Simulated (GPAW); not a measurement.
The O K edge of atom 3 in NaPdO2 (C2/m), with 2 Pd at 2.06 Å, 2 Na at 2.40 Å, 1 Pd at 2.45 Å and 1 Na at 2.47 Å (distorted octahedral, site symmetry m), was computed in 3 ways: excited-electron core hole (neutral cell), half core hole and no core hole. Program and functional: GPAW, LDA, Gaussian full width 0.9 eV up to 4 eV, rising linearly to 3.5 eV at 25 eV; cells of 4 and 12 atoms (the run without a hole in the smaller).

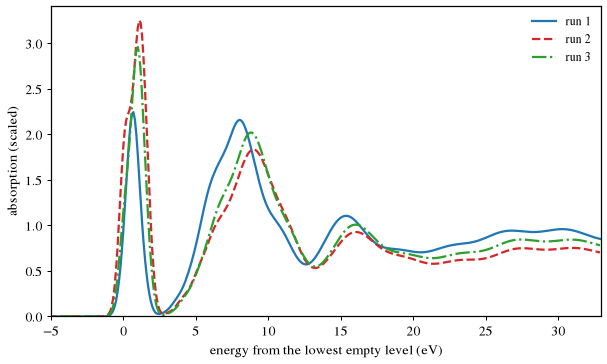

Each run is counted from its own lowest empty level or Fermi level and scaled to a mean of 1 over its first 20 eV.

Which run is which?

Run 1: excited-electron core hole (neutral cell) (area from −2 to 6 eV 4.7, main maxima 0.7 eV (2.24), 8.0 eV (2.16) and 15.4 eV (1.11)). Run 2: no core hole (area from −2 to 6 eV 6.7, main maxima 1.1 eV (3.25), 9.0 eV (1.83) and 16.1 eV (0.93)). Run 3: half core hole (area from −2 to 6 eV 5.4, main maxima 1.0 eV (2.96), 8.8 eV (2.02) and 16.0 eV (1.01)). With each curve scaled to its own mean, the area from −2 to 6 eV with the hole is 4.7 against 6.7, and the centre of weight from −1 to 20 eV moves by +1.0 eV (first and strongest maxima below 20 eV: 1.1 eV (3.25), 9.0 eV (1.83) and 16.1 eV (0.93) without the hole, 0.7 eV (2.24), 8.0 eV (2.16) and 15.4 eV (1.11) with it): the near-edge weight falls against the higher-lying part.

[Hosts, paths, dates, database ids (printed as entryN), source tags and the programs' standing remarks are cut or masked in the printed files.]

[Lists of maxima count a maximum above −3 eV only where it reaches 4 % of the highest in the window and stands out from its surroundings by 2 % of it (1.5 % where it reaches 55 %); shoulders and weaker maxima are passed over, and of the rest the first, up to two pre-edge ones and the few strongest are named.]
